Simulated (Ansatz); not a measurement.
# H3 (doublet): correlated methods under varied settings at distance H1–H2 along a hydrogen transfer = 0.840 Å

What do other methods and options give for H3 (doublet) at this geometry, and how long do they take?

Computed with Ansatz 0.2.0, Gaussian basis. Level: the settings change from run to run.

9 further runs of the same task are left out: 1 for a mislabelled method, 8 that didn't finish.

## (1) The geometry

The geometry derives from fragments relaxed apart (PBE0/def2-TZVP) and kept rigid, so it is no stationary point. A hydrogen atom is moved between rigid fragments.

3 atoms, charge 0, spin multiplicity 2.

Atoms are counted from 1 here; the program's logs count them from 0.

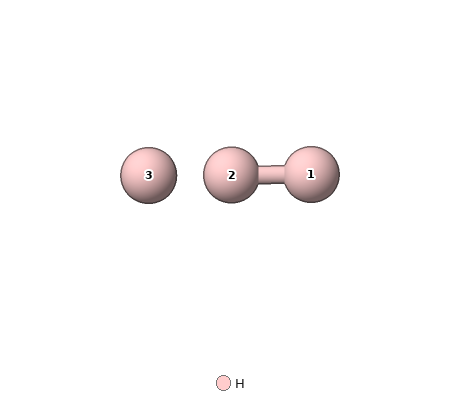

The structure; hydrogen pink; atoms are numbered from 1 in the order of the file.

## (2) CCSDT on UHF/def2-mTZVP

in.yaml reads:

```yaml
crystal:
  periodic: [false, false, false]
  atoms:
    - {symbol: H, position_ang: [0.000000, 0.000000, -0.850667]}
    - {symbol: H, position_ang: [0.000000, 0.000000, -0.010667]}
    - {symbol: H, position_ang: [0.000000, 0.000000, 0.861333]}
basis:
  gaussian: {orbitals: def2-mTZVP}
magnetization: {spin_polarized: true, initial_magnetization: 1}
correlation: {method: ccsdt, electrons: outside_noble_gas, diis_vectors: 2}
output: {forces: true}
```

The run is started by

```sh
ansatz run in.yaml --threads 1 --pin off --events-out ev --progress --plain --max-ram 2393MiB
```

The log of the run (excerpt; [...] marks lines left out):

```text
Functional definition: HF
  name "HF"
  cite "Fock, Z. Phys. 61, 126 (1930) doi:10.1007/BF01340294"
  parent pbe
[...]
144 factors; integrals over basis functions are off by at most 7.7e-8 eV
[...]
mean field -43.45832847 eV, -1.5970641142 hartree, gradient 1.7e-6 eV, S^2 0.778353; 0 other end points of the search recorded, 0 dependent functions left out
reference -43.45832847 eV, -1.5970641142 hartree; 2, 1 occupied and 7, 8 virtual orbitals, 144 factors
second order -0.53222262 eV of doubles, -0.00000000 eV of singles
cycle   1  -0.68763680 eV  change   -1.6e-1 eV  update   3.5e-2
[...]
cycle  13  -0.81623219 eV  change    8.7e-8 eV  update   2.0e-7
[...]
Total energy: -44.27456066 eV, -1.6270600938 hartree
Atom 0 at     0.000000     0.000000    -0.850667 Å, force    -0.000000    -0.000000    -1.627263 eV/Å
Atom 1 at     0.000000     0.000000    -0.010667 Å, force    -0.000000    -0.000000     0.086979 eV/Å
Atom 2 at     0.000000     0.000000     0.861333 Å, force    -0.000000    -0.000000     1.540284 eV/Å
Dipole moment:     0.000000     0.000000    -0.007052 e Å
```

It took 0.3 s on 1 thread of Arm Neoverse V2, shared host.

From the report: ⟨S²⟩ of the determinant 0.778 (pure doublet: 0.75); correlation -0.8162 eV; T1 0.016; largest double amplitude 0.07.

## (3) MRCISD+Q(3,5)/def2-SVP

in.yaml reads:

```yaml
crystal:
  periodic: [false, false, false]
  atoms:
    - {symbol: H, position_ang: [0.000000, 0.000000, -0.850667]}
    - {symbol: H, position_ang: [0.000000, 0.000000, -0.010667]}
    - {symbol: H, position_ang: [0.000000, 0.000000, 0.861333]}
basis:
  gaussian: {orbitals: def2-SVP, fitting: {mean_field: def2-universal-jkfit}}
magnetization: {spin_polarized: false, initial_magnetization: 1}
correlation: {method: fic_mrcisd_q, electrons: all, active_space: {window: {electrons: 3, orbitals: 5}}}
```

Same command.

The log of the run (excerpt; [...] marks lines left out):

```text
Functional definition: HF
  name "HF"
  cite "Fock, Z. Phys. 61, 126 (1930) doi:10.1007/BF01340294"
  parent pbe
[...]
54 factors; integrals over basis functions are off by at most 3.5e-1 eV
[...]
mean field -43.18817498 eV, -1.5871361566 hartree, gradient 6.6e-7 eV, S^2 0.750000; 0 other end points of the search recorded, 0 dependent functions left out
reference -43.18817498 eV, -1.5871361566 hartree; 2, 1 occupied and 13, 14 virtual orbitals, 54 factors
state -44.24131949 eV, -1.6258385034 hartree
contracted CI cycle   1: correlation 0.00000000 eV, 0.0000000000 hartree, residual 6.20e0 eV
contracted CI cycle   2: correlation -0.39392412 eV, -0.0144764444 hartree, residual 8.68e-1 eV
contracted CI cycle   3: correlation -0.40167594 eV, -0.0147613186 hartree, residual 1.22e-1 eV
contracted CI cycle   4: correlation -0.40181392 eV, -0.0147663892 hartree, residual 2.05e-2 eV
contracted CI cycle   5: correlation -0.40181778 eV, -0.0147665311 hartree, residual 2.60e-3 eV
contracted CI cycle   6: correlation -0.40181784 eV, -0.0147665332 hartree, residual 3.48e-4 eV
state -44.24131949 eV, -1.6258385034 hartree; corrected -44.64495498 eV, -1.6406718339 hartree
Total energy: -44.64495498 eV, -1.6406718339 hartree
```

Run time: 0.15 s. Hardware: 1 thread of Arm Neoverse V2, shared host.

From the report: 50 determinants; active occupations 1.96, 1.00, 0.02, 0.01, 0.01.

## (4) NEVPT2(3,5)/def2-SVPD

in.yaml reads:

```yaml
crystal:
  periodic: [false, false, false]
  atoms:
    - {symbol: H, position_ang: [0.000000, 0.000000, -0.850667]}
    - {symbol: H, position_ang: [0.000000, 0.000000, -0.010667]}
    - {symbol: H, position_ang: [0.000000, 0.000000, 0.861333]}
basis:
  gaussian: {orbitals: def2-SVPD, point_charges: [{charge: -1.00, position_ang: [4.888, -0.216, 0.074]}]}
magnetization: {spin_polarized: false, initial_magnetization: 1}
correlation: {method: sc_nevpt2, electrons: outside_noble_gas, active_space: {window: {electrons: 3, orbitals: 5}, states: [{multiplicity: 2, weights: [1, 1]}], root: 1}}
output: {forces: true}
```

Same command.

The log of the run (excerpt; [...] marks lines left out):

```text
Functional definition: HF
  name "HF"
  cite "Fock, Z. Phys. 61, 126 (1930) doi:10.1007/BF01340294"
  parent pbe
[...]
331 factors; integrals over basis functions are off by at most 2.2e-7 eV
[...]
mean field -43.20673551 eV, -1.5878182435 hartree, gradient 4.1e-7 eV, S^2 0.750000; 0 other end points of the search recorded, 0 dependent functions left out
reference -43.20673551 eV, -1.5878182435 hartree; 2, 1 occupied and 22, 23 virtual orbitals, 331 factors
state -44.09998380 eV, -1.6206445127 hartree
state -36.83185358 eV, -1.3535456534 hartree
state -44.09998380 eV, -1.6206445127 hartree; corrected -44.54932465 eV, -1.6371574844 hartree
state -36.83185358 eV, -1.3535456534 hartree; corrected -37.12435761 eV, -1.3642949783 hartree
[...]
Total energy: -37.12435761 eV, -1.3642949783 hartree
Atom 0 at     0.000000     0.000000    -0.850667 Å, force    -0.635986     0.028104    -5.446405 eV/Å
Atom 1 at     0.000000     0.000000    -0.010667 Å, force     1.305043    -0.057670     1.114305 eV/Å
Atom 2 at     0.000000     0.000000     0.861333 Å, force    -0.597727     0.026414     4.330674 eV/Å
Dipole moment:     0.158666    -0.007011     0.041070 e Å
```

Run time: 0.27 s. Hardware: 1 thread of Arm Neoverse V2, shared host.

From the report: 50 determinants; active occupations (of the averaged states) 1.79, 0.86, 0.34, 0.01, 0.01.

## (5) BCCD(T) on UHF/cc-pVDZ

in.yaml reads:

```yaml
crystal:
  periodic: [false, false, false]
  atoms:
    - {symbol: H, position_ang: [0.000000, 0.000000, -0.850667]}
    - {symbol: H, position_ang: [0.000000, 0.000000, -0.010667]}
    - {symbol: H, position_ang: [0.000000, 0.000000, 0.861333]}
basis:
  gaussian: {orbitals: cc-pVDZ}
magnetization: {spin_polarized: true, initial_magnetization: 1}
correlation: {method: bccd_t, electrons: outside_noble_gas}
output: {forces: true}
```

Launched as before.

The log of the run (excerpt; [...] marks lines left out):

```text
Functional definition: HF
  name "HF"
  cite "Fock, Z. Phys. 61, 126 (1930) doi:10.1007/BF01340294"
  parent pbe
[...]
128 factors; integrals over basis functions are off by at most 8.5e-4 eV
[...]
mean field -43.42527487 eV, -1.5958494168 hartree, gradient 2.2e-6 eV, S^2 0.775668; 1 other end points of the search recorded, 0 dependent functions left out
reference -43.42527487 eV, -1.5958494168 hartree; 2, 1 occupied and 13, 14 virtual orbitals, 128 factors
second order -0.90243652 eV of doubles, -0.00000000 eV of singles
cycle   1  -1.11504629 eV  change   -2.1e-1 eV  update   3.4e-2
[...]
cycle   9  -1.22468410 eV  change   -2.9e-9 eV  update   2.1e-6
perturbative correction -0.00882477 eV, -0.0003243044 hartree
[...]
Total energy: -44.65878375 eV, -1.6411800319 hartree
Atom 0 at     0.000000     0.000000    -0.850667 Å, force     0.000000    -0.000000    -1.892631 eV/Å
Atom 1 at     0.000000     0.000000    -0.010667 Å, force    -0.000000     0.000000     0.170340 eV/Å
Atom 2 at     0.000000     0.000000     0.861333 Å, force     0.000000     0.000000     1.722291 eV/Å
Dipole moment:    -0.000000     0.000000    -0.006464 e Å
```

Wall time 0.21 s (1 thread of Arm Neoverse V2, shared host).

From the report: ⟨S²⟩ of the determinant 0.776 (pure doublet: 0.75); correlation -1.2335 eV; largest double amplitude 0.06.

## (6) NEVPT4(SD)(1,2)/cc-pVDZ

in.yaml reads:

```yaml
crystal:
  periodic: [false, false, false]
  atoms:
    - {symbol: H, position_ang: [0.000000, 0.000000, -0.850667]}
    - {symbol: H, position_ang: [0.000000, 0.000000, -0.010667]}
    - {symbol: H, position_ang: [0.000000, 0.000000, 0.861333]}
basis:
  gaussian: {orbitals: cc-pVDZ}
magnetization: {spin_polarized: false, initial_magnetization: 1}
hamiltonian: {pseudopotentials: {relativity: none}}
correlation: {method: fic_nevpt4_sd, electrons: valence, active_space: {window: {electrons: 1, orbitals: 2}}}
```

Launched as before.

The log of the run:

```text
Functional definition: HF
  name "HF"
  cite "Fock, Z. Phys. 61, 126 (1930) doi:10.1007/BF01340294"
  parent pbe
  exchange = exact_x
  correlation = 0
128 factors; integrals over basis functions are off by at most 8.5e-4 eV
mean field evaluation 1: about -43.0048 eV, gradient 5.6e0 eV
mean field evaluation 2: about -43.0045 eV, gradient 5.6e0 eV
mean field evaluation 4: about -43.1826 eV, gradient 1.6e-1 eV
mean field evaluation 8: about -43.1835 eV, gradient 5.6e-7 eV
mean field -43.18346690 eV, -1.5869631379 hartree, gradient 5.6e-7 eV, S^2 0.750000; 0 other end points of the search recorded, 0 dependent functions left out
reference -43.18346690 eV, -1.5869631379 hartree; 2, 1 occupied and 13, 14 virtual orbitals, 128 factors
state -43.18346690 eV, -1.5869631379 hartree
state -43.18346690 eV, -1.5869631379 hartree; corrected -44.65984896 eV, -1.6412191777 hartree
WARN: 1 active orbitals are nearly empty or full. The corrections depend on them more than the energy does, and are more stable in an active space without them
Total energy: -44.65984896 eV, -1.6412191777 hartree
```

Wall time 0.12 s (1 thread of Arm Neoverse V2, shared host).

From the report: 2 determinants; active occupations 1.00, 0.00. The report marks this result as in doubt.

## (7) BCCD(T) on ROHF/aug-cc-pVDZ

in.yaml reads:

```yaml
crystal:
  periodic: [false, false, false]
  atoms:
    - {symbol: H, position_ang: [0.000000, 0.000000, -0.850667]}
    - {symbol: H, position_ang: [0.000000, 0.000000, -0.010667]}
    - {symbol: H, position_ang: [0.000000, 0.000000, 0.861333]}
basis:
  gaussian: {orbitals: aug-cc-pVDZ}
magnetization: {spin_polarized: false, initial_magnetization: 1}
correlation: {method: bccd_t, electrons: valence}
scf: {lower_state_search: full}
output: {forces: true}
```

Same command.

The log of the run (excerpt; [...] marks lines left out):

```text
Functional definition: HF
  name "HF"
  cite "Fock, Z. Phys. 61, 126 (1930) doi:10.1007/BF01340294"
  parent pbe
[...]
249 factors; integrals over basis functions are off by at most 1.3e-3 eV
[...]
mean field -43.19650137 eV, -1.5874421458 hartree, gradient 1.9e-6 eV, S^2 0.750000; 1 other end points of the search recorded, 0 dependent functions left out
[...]
reference -43.19650137 eV, -1.5874421458 hartree; 2, 1 occupied and 25, 26 virtual orbitals, 249 factors
second order -1.07764102 eV of doubles, -0.12747558 eV of singles
cycle   1  -1.44968517 eV  change   -2.4e-1 eV  update   3.3e-2
[...]
cycle  10  -1.52695181 eV  change    1.2e-7 eV  update   6.7e-7
perturbative correction -0.01075329 eV, -0.0003951760 hartree
[...]
Total energy: -44.73420647 eV, -1.6439517658 hartree
Atom 0 at     0.000000     0.000000    -0.850667 Å, force    -0.000000     0.000000    -1.875812 eV/Å
Atom 1 at     0.000000     0.000000    -0.010667 Å, force     0.000000    -0.000000     0.170926 eV/Å
Atom 2 at     0.000000     0.000000     0.861333 Å, force    -0.000000     0.000000     1.704886 eV/Å
Dipole moment:    -0.000000     0.000000    -0.006952 e Å
```

It took 0.48 s on 1 thread of Arm Neoverse V2, shared host.

From the report: correlation -1.5377 eV; largest double amplitude 0.04.

## (8) CCSDT(Q) on UHF/def2-TZVP

in.yaml reads:

```yaml
crystal:
  periodic: [false, false, false]
  atoms:
    - {symbol: H, position_ang: [0.000000, 0.000000, -0.850667]}
    - {symbol: H, position_ang: [0.000000, 0.000000, -0.010667]}
    - {symbol: H, position_ang: [0.000000, 0.000000, 0.861333]}
basis:
  gaussian: {orbitals: def2-TZVP}
magnetization: {spin_polarized: true, initial_magnetization: 1}
correlation: {method: ccsdt_q, electrons: outside_noble_gas}
scf: {lower_state_search: full}
```

Launched as before.

The log of the run (excerpt; [...] marks lines left out):

```text
Functional definition: HF
  name "HF"
  cite "Fock, Z. Phys. 61, 126 (1930) doi:10.1007/BF01340294"
  parent pbe
[...]
225 factors; integrals over basis functions are off by at most 2.0e-7 eV
[...]
mean field -43.54963261 eV, -1.6004194796 hartree, gradient 2.7e-6 eV, S^2 0.776619; 5 other end points of the search recorded, 0 dependent functions left out
reference -43.54963261 eV, -1.6004194796 hartree; 2, 1 occupied and 16, 17 virtual orbitals, 225 factors
second order -0.93533097 eV of doubles, -0.00000000 eV of singles
cycle   1  -1.12917544 eV  change   -1.9e-1 eV  update   3.5e-2
[...]
cycle  11  -1.25690504 eV  change   -1.8e-7 eV  update   2.8e-7
perturbative correction 0.00000000 eV, 0.0000000000 hartree
Total energy: -44.80653765 eV, -1.6466098877 hartree
```

Run time: 0.54 s. Hardware: 1 thread of Arm Neoverse V2, shared host.

From the report: ⟨S²⟩ of the determinant 0.777 (pure doublet: 0.75); correlation -1.2569 eV; T1 0.017; largest double amplitude 0.07.

## (9) CISDTQ/def2-TZVP

in.yaml reads:

```yaml
crystal:
  periodic: [false, false, false]
  atoms:
    - {symbol: H, position_ang: [0.000000, 0.000000, -0.850667]}
    - {symbol: H, position_ang: [0.000000, 0.000000, -0.010667]}
    - {symbol: H, position_ang: [0.000000, 0.000000, 0.861333]}
basis:
  gaussian: {orbitals: def2-TZVP}
magnetization: {spin_polarized: false, initial_magnetization: 1}
correlation: {active_space: {ras: {orbitals: [1, 1, 16], electrons: 3, max_holes: 4, max_particles: 4}, fixed_orbitals: true}}
output: {forces: true}
```

Same command.

The log of the run (excerpt; [...] marks lines left out):

```text
Functional definition: HF
  name "HF"
  cite "Fock, Z. Phys. 61, 126 (1930) doi:10.1007/BF01340294"
  parent pbe
[...]
146 factors; integrals over basis functions are off by at most 1.1e-3 eV
[...]
mean field -43.30241924 eV, -1.5913345555 hartree, gradient 4.7e-7 eV, S^2 0.750000; 0 other end points of the search recorded, 0 dependent functions left out
reference -43.30241924 eV, -1.5913345555 hartree; 2, 1 occupied and 16, 17 virtual orbitals, 146 factors
state -44.80653353 eV, -1.6466097361 hartree
[...]
Total energy: -44.80653353 eV, -1.6466097361 hartree
Atom 0 at     0.000000     0.000000    -0.850667 Å, force    -0.000000     0.000000    -1.473766 eV/Å
Atom 1 at     0.000000     0.000000    -0.010667 Å, force     0.000000    -0.000000     0.108572 eV/Å
Atom 2 at     0.000000     0.000000     0.861333 Å, force     0.000000     0.000000     1.365194 eV/Å
Dipole moment:     0.000000     0.000000    -0.006658 e Å
```

Run time: 0.27 s. Hardware: 1 thread of Arm Neoverse V2, shared host.

From the report: 1,080 determinants.

## (10) The runs in one table

 † marks a result that the program doubts.

| level | correlated | functions | energy (eV) | time |
| --- | --- | --- | --- | --- |
| CCSDT on UHF/def2-mTZVP | outside noble gas | 9 | -44.2746 | 0.3 s |
| MRCISD+Q(3,5)/def2-SVP | all | 15 | -44.6450 | 0.15 s |
| NEVPT2(3,5)/def2-SVPD (excited root 1 of an average, beside a point charge) | outside noble gas | 24 | -37.1244 | 0.27 s |
| BCCD(T) on UHF/cc-pVDZ | outside noble gas | 15 | -44.6588 | 0.21 s |
| NEVPT4(SD)(1,2)/cc-pVDZ † | valence | 15 | -44.6598 | 0.12 s |
| BCCD(T) on ROHF/aug-cc-pVDZ | valence | 27 | -44.7342 | 0.48 s |
| CCSDT(Q) on UHF/def2-TZVP | outside noble gas | 18 | -44.8065 | 0.54 s |
| CISDTQ/def2-TZVP | all | 18 | -44.8065 | 0.27 s |

## (11) Summary of results

| quantity | value |
| --- | --- |
| runs | 8 |
| quickest | NEVPT4(SD)(1,2)/cc-pVDZ †, 0.12 s |
| slowest | CCSDT(Q) on UHF/def2-TZVP, 0.54 s |

Total energies in different bases, with other cores or another treatment of relativity can't be set against each other. CCSDT(Q) on UHF/def2-TZVP took 5 times as long as NEVPT4(SD)(1,2)/cc-pVDZ †; the jobs differ in more than the method.
